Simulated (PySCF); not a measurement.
Molecule: SMILES C=[CH][In]([CH3])[O]C (C4H9InO). Atoms near the plane z = 0.0 Å, at the GFN2-xTB optimised geometry (x, y, z in Å): In1 (0.6, -0.6, 0.0), C2 (2.8, -0.6, 0.0), H3 (3.1, 0.4, 0.0), H4 (3.2, -1.1, -0.9), H5 (3.2, -1.1, 0.9), C6 (-1.2, -2.0, 0.1), C7 (-2.4, -1.7, -0.4), H8 (-1.0, -3.0, 0.4), H9 (-3.2, -2.4, -0.3), H10 (-2.6, -0.7, -0.7), O11 (0.1, 1.3, 0.0), C12 (-1.1, 2.1, 0.1), H13 (-1.8, 1.6, 0.7), H14 (-0.9, 3.0, 0.5), H15 (-1.5, 2.2, -0.9).

Level of theory: B3LYP/def2-TZVP, def2 effective core potentials past Kr run with PySCF. The core electrons that the potentials of In replace are not part of the density. Cells within 0.4 Å of a nucleus heavier than hydrogen are left out (blank, or x). The values are rescaled to run from 0 to 1.

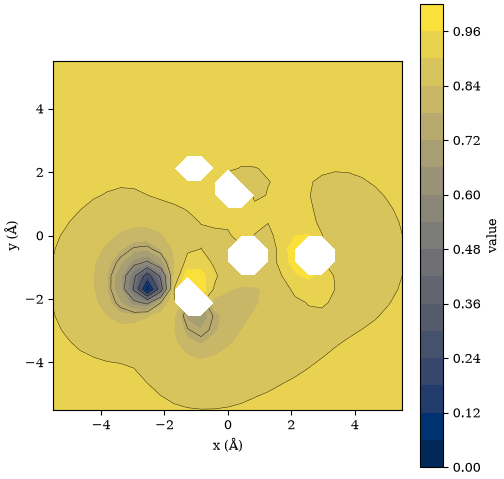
Figure. a field on the plane z = 0.0 Å.

Task: Which quantity is mapped?
(A) electrostatic potential
(B) Laplacian of the electron density
(C) an orbital amplitude
(D) deformation density (molecule minus spherical neutral atoms)

Result: C, an orbital amplitude. In full: LUMO amplitude (bohr^(-3/2)).
